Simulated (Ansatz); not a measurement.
**C$_{3}$H$_{7}$BrSi (SMILES [SiH3]C1(Br)CC1): density, localisation and related maps**

```yaml
atoms:
  - { symbol: C, position_ang: [0.7071, 0.2777, -0.3965] }
  - { symbol: C, position_ang: [1.0641, -0.8184, 0.5849] }
  - { symbol: C, position_ang: [0.5799, -1.1766, -0.7975] }
  - { symbol: Br, position_ang: [2.1887, 1.2876, -1.1773] }
  - { symbol: Si, position_ang: [-0.8037, 1.3807, -0.1534] }
  - { symbol: H, position_ang: [-1.2690, 1.9268, -1.4728] }
  - { symbol: H, position_ang: [-1.8944, 0.5311, 0.4495] }
  - { symbol: H, position_ang: [-0.4797, 2.5121, 0.7797] }
  - { symbol: H, position_ang: [2.1328, -0.9629, 0.8062] }
  - { symbol: H, position_ang: [0.3959, -0.9713, 1.4490] }
  - { symbol: H, position_ang: [1.3200, -1.5643, -1.5144] }
  - { symbol: H, position_ang: [-0.4359, -1.5867, -0.9258] }
```

Geometry: PBE-D3(BJ)/def2-SVP.

Computed with Ansatz, isolated molecule in a Gaussian basis; Kohn-Sham density functional theory, functional PBE0.

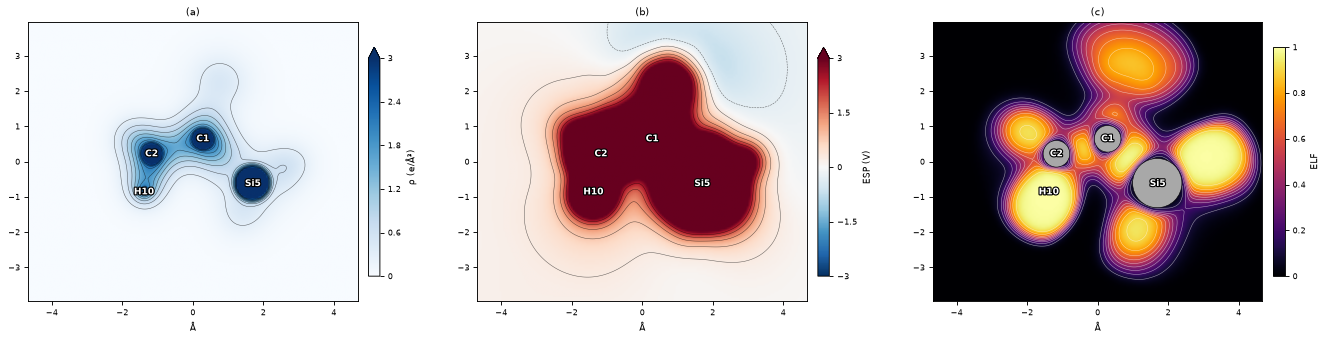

Figure 1. (a) total electron density; (b) molecular electrostatic potential; (c) electron localisation function on the plane of atoms C2, C1 and Si5. Grey discs cover the atomic cores in the ELF map.

### Describe what can be read from this map.

Atoms in the plane: C, Si and H. C–C (1.51 Å): ρ is about 1.6 e/Å³ halfway; the ELF peaks at about 0.90 between the atoms: localised, covalent bonding. C–Si (1.89 Å): ρ is about 0.94 e/Å³ halfway; the ELF peaks at about 0.95 between the atoms; a covalent bond. C–H (1.10 Å): ρ is about 1.9 e/Å³ halfway; the ELF climbs to about 1 towards the hydrogen, as it does in any bond to H: an ordinary covalent bond to hydrogen. The ELF also peaks beside Br4, away from the bonds: lone-pair regions. Outside the dense part of the molecule the potential is most negative (−0.7 V) near Br4, which lies off the plane.

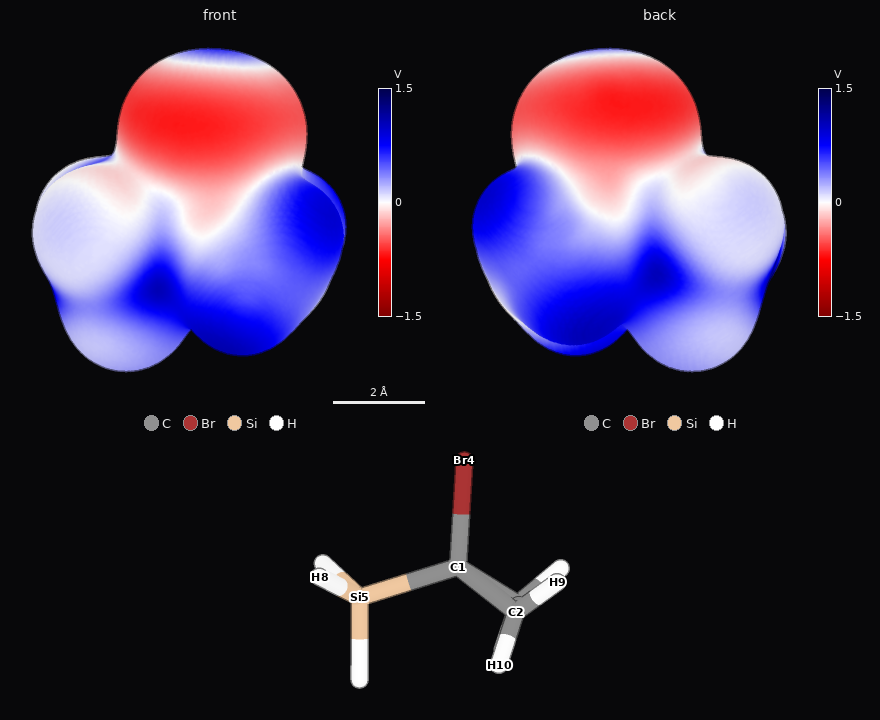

Figure 2. The electrostatic potential painted on the density surface at 0.002 e/bohr³, seen from the front and from behind; red is negative and blue positive. The bare structure is drawn below in the same view.

### Where is the surface potential most negative and most positive?

The most negative region (about −0.7 V, or −16 kcal/mol for a unit charge) lies over Br4, the most positive (about +1.1 V, or +25 kcal/mol for a unit charge) over Si5, H10 and H12. Br4 shows a σ-hole: about +0.6 V, or +14 kcal/mol for a unit charge at the tip opposite its bond, against about −0.6 V, or −14 kcal/mol for a unit charge on its flanks.

### What dipole moment does the calculation give?

Its dipole moment is 1.85 D.

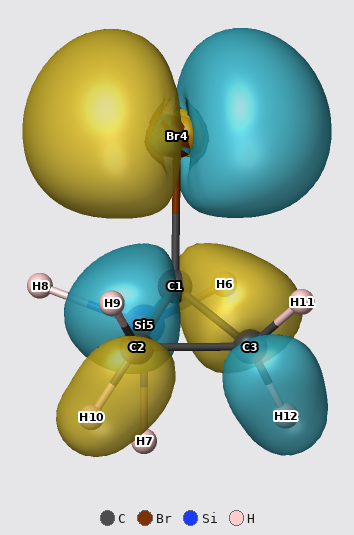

Figure 3. One frontier orbital at ±0.08 Å⁻³ᐟ² (yellow and cyan are the two phases), seen at an oblique angle.

### Which orbital is it: HOMO or LUMO?

The HOMO, at −7.70 eV. Its weight (Hirshfeld) is mainly on Br4 (about 70 %), C1 (about 10 %), C2 (about 5 %) and C3 (about 5 %); largely a lone pair of Br4.
